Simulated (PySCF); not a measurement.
**C₆H₁₄Si₃ (SMILES C#C[SiH2][SiH2][SiH2]C1CCC1): density, localisation and related maps**

```xyz
23

C     4.5070   -1.2568    1.4503
C     4.2166   -0.3558    0.7088
Si    3.7301    1.0062   -0.4464
Si    1.5245    0.6985   -1.0877
Si   -0.0272    0.6120    0.6303
C    -1.7948    0.4224   -0.0442
C    -2.9366    0.1974    0.9681
C    -3.4276   -0.9935    0.1348
C    -2.1463   -0.9243   -0.7071
H     4.7709   -2.0406    2.1018
H     4.7299    0.9770   -1.5241
H     3.9437    2.2554    0.3007
H     1.1787    1.7784   -2.0324
H     1.4328   -0.5109   -1.9248
H    -0.0193    1.8153    1.4770
H     0.2082   -0.5238    1.5344
H    -2.0364    1.2513   -0.7135
H    -2.5823   -0.0924    1.9563
H    -3.6389    1.0219    1.0807
H    -4.3254   -0.7688   -0.4387
H    -3.5856   -1.9213    0.6823
H    -2.2860   -0.9011   -1.7870
H    -1.4406   -1.7195   -0.4681
```

Geometry: GFN2-xTB.

Theory: PBE0/pcSseg-1, SCF density, gas phase, non-relativistic (PySCF).

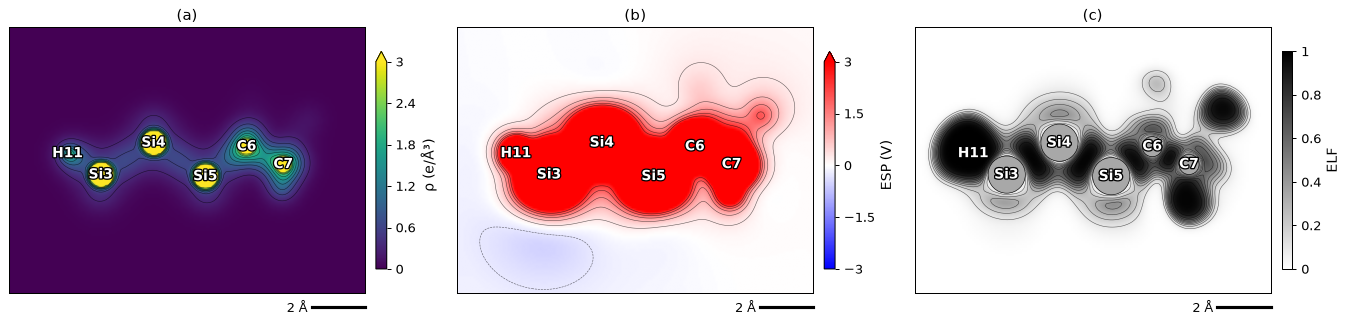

Figure 1. (a) total electron density; (b) molecular electrostatic potential; (c) ELF on the plane of atoms Si3, Si4 and Si5. Grey discs cover the atomic cores in the ELF map.

What does the map show?

The section cuts through Si, C and H sites. Si–Si (2.32 Å): ρ at the midpoint is about 0.65 e/Å³; the ELF peaks at about 1 between the atoms, as expected for a shared electron pair. C–Si (1.90 Å): ρ at the midpoint is about 0.91 e/Å³; the ELF peaks at about 0.95 between the atoms: a covalent bond. Si–H (1.47 Å): ρ at the midpoint is about 0.8 e/Å³; the ELF climbs to about 1 towards the hydrogen, as it does in any bond to H. Outside the dense part of the molecule the potential is most negative (−0.5 V) near C2, which lies off the plane.

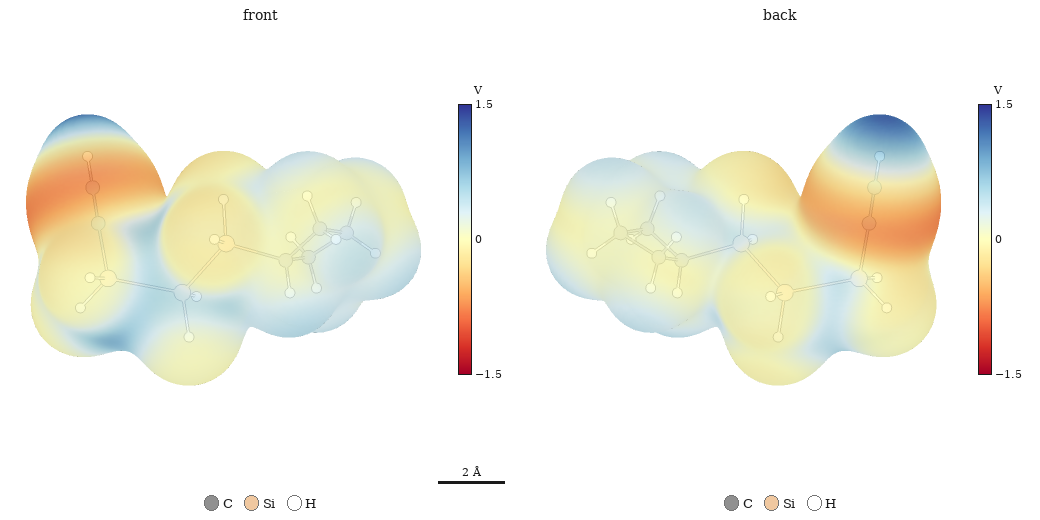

Figure 2. The electrostatic potential painted on the density surface at 0.001 e/bohr³, seen from the front and from behind; red is negative and blue positive.

Which sites attract a positive test charge, and which a negative one?

A positive charge is drawn to the negative regions and a negative charge to the positive ones. The most negative region (about −0.8 V) lies over C1 and C2, the most positive (about +1.2 V) over H10.

What dipole moment does the calculation give?

Its dipole moment is 1.32 D.
